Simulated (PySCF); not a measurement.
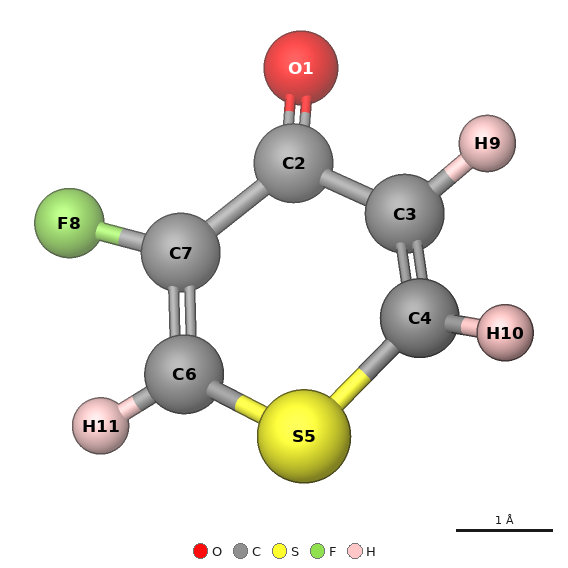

Orthographic view. Depth is shown by fading: the farther an atom, the more it takes the colour of the background. Geometry: a frame of a GFN2-xTB molecular-dynamics simulation, not a minimum.

Write a MOL file (V2000) with the atoms in numerical order, bonds sorted by atom number with the orders drawn, and coordinates in the frame of the picture: x right, y up, z towards the viewer, origin at the mean position.

```
C5H3FOS
                    3D

 11 11  0  0  0  0  0  0  0  0999 V2000
    0.0600    2.0900   -1.3100 O   0  0  0  0  0  0  0  0  0  0  0  0
   -0.0200    1.1000   -0.6400 C   0  0  0  0  0  0  0  0  0  0  0  0
    1.1400    0.5700   -0.0100 C   0  0  0  0  0  0  0  0  0  0  0  0
    1.3000   -0.5200    0.8100 C   0  0  0  0  0  0  0  0  0  0  0  0
    0.0900   -1.7500    1.0200 S   0  0  0  0  0  0  0  0  0  0  0  0
   -1.1600   -1.1100    0.0700 C   0  0  0  0  0  0  0  0  0  0  0  0
   -1.2000    0.1600   -0.4700 C   0  0  0  0  0  0  0  0  0  0  0  0
   -2.3600    0.4700   -0.9700 F   0  0  0  0  0  0  0  0  0  0  0  0
    2.0000    1.3000    0.1800 H   0  0  0  0  0  0  0  0  0  0  0  0
    2.1900   -0.6700    1.4900 H   0  0  0  0  0  0  0  0  0  0  0  0
   -2.0300   -1.6400   -0.1800 H   0  0  0  0  0  0  0  0  0  0  0  0
  1  2  2  0
  2  3  1  0
  2  7  1  0
  3  4  2  0
  3  9  1  0
  4  5  1  0
  4 10  1  0
  5  6  1  0
  6  7  2  0
  6 11  1  0
  7  8  1  0
M  END
```
